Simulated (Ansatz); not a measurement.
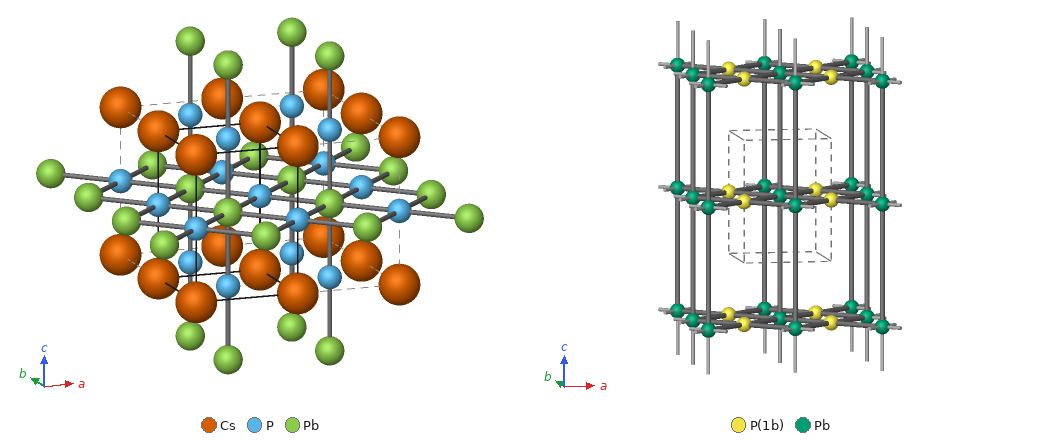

Left: the structure. Right: its underlying net. Nodes are coloured by topological kind. Edges to nodes outside the piece are drawn as stubs.

The compound is CsP₂Pb (space group P4/mmm, No. 123), taken as the end point of a relaxation with DFT PBE, scalar-relativistic, plane waves, PAW (Ansatz 0.2.0); the starting structure was generated, so it need not be a known form of this composition.

Bonds are taken as P–Pb below 3.5 Å; Cs is left out of the net, as the electropositive filling of the structure; no other contact counts. The graph is simplified in the usual way: terminal and isolated atoms are pruned, two-connected atoms become edges.

The result is a binodal (4,6)-connected, three-periodic net: P(1b) is a 4-connected node; Pb is a 6-connected node, in the ratio 1:1. P(1c) becomes part of the edges. It is a single net, without interpenetration.

```tsv
node	links	point symbol	coordination sequence
P(1b)	4	4⁴·6²	4 16 38 66 102
Pb	6	4⁴·6¹⁰·8	6 18 38 66 102
```
